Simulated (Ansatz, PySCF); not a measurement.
Breaking a bond: NaBr, singlet.

- RKS-B3LYP = restricted B3LYP/cc-pVDZ run with Ansatz (a first-principles code)
- UHF/6-31G* = PySCF with unrestricted Hartree-Fock/6-31G*, spherical d
- RCCSDT = CCSDT on RHF/cc-pVDZ, cores with 3d frozen (Ansatz)
- RCCSDTQ = CCSDTQ on RHF/cc-pVDZ, cores with 3d frozen in Ansatz

Energies are in kJ/mol, each relative to the lowest point of its own curve near equilibrium.

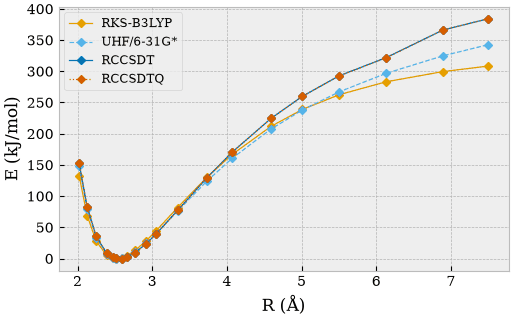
*Energy against bond length for each method.*

```csv
R / Å,RKS-B3LYP,UHF/6-31G*,RCCSDT,RCCSDTQ
2.02,133.0,148.2,153.2,153.3
2.13,68.5,78.7,81.9,81.9
2.25,27.6,33.6,35.4,35.4
2.39,5.3,7.5,8.3,8.4
2.47,0.7,1.3,1.8,1.8
2.51,0.0,0.0,0.2,0.2
2.59,1.2,0.2,0.0,0.0
2.66,4.6,2.7,2.3,2.3
2.77,13.0,10.2,9.4,9.4
2.92,28.5,24.8,23.8,23.8
3.05,44.2,39.9,39.1,39.0
3.34,81.7,76.3,77.2,77.1
3.73,130.1,123.8,129.0,128.9
4.07,166.8,160.6,170.4,170.3
4.59,211.7,207.4,224.4,224.4
5.01,238.9,237.9,259.8,259.8
5.50,262.3,266.9,292.6,292.5
6.13,283.1,296.6,321.7,321.4
6.89,299.4,324.6,365.9,366.0
7.50,308.3,342.6,384.2,384.3
```

At the longest distance, 7.50 Å, RCCSDTQ lies highest above its minimum (384.3 kJ/mol) and RKS-B3LYP lowest (308.3 kJ/mol).

The restricted form behind RKS-B3LYP keeps the bonding electrons paired and can't separate into open-shell fragments. The T1 diagnostic of CCSD on the restricted reference of RCCSDT, RCCSDTQ exceeds 0.045 at 5.50 to 7.50 Å.
